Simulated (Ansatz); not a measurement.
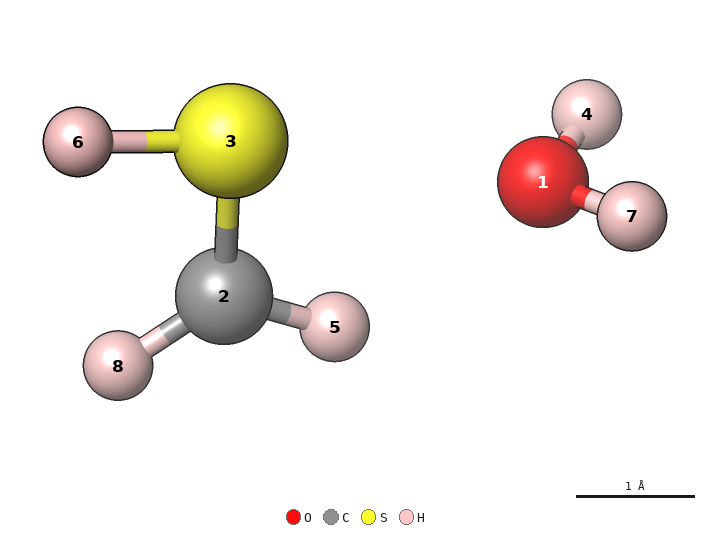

Orthographic view. Distant atoms are faded towards the background colour. The species has charge +1 and is a spin singlet. The computed structure is the end point of a PBE0-D4/def2-TZVP optimisation. No frequency run is at hand to confirm it as a minimum.

Give the distance matrix in Å.

```
atom    O1    C2    S3    H4    H5    H6    H7    H8
  O1  0.00                                          
  C2  2.88  0.00                                    
  S3  2.89  1.61  0.00                              
  H4  0.96  3.55  3.51  0.00                        
  H5  2.18  1.09  2.30  2.82  0.00                  
  H6  4.24  2.24  1.36  4.85  3.25  0.00            
  H7  0.96  3.55  3.52  1.53  2.82  4.85  0.00      
  H8  3.93  1.09  2.38  4.57  1.90  2.43  4.57  0.00
```
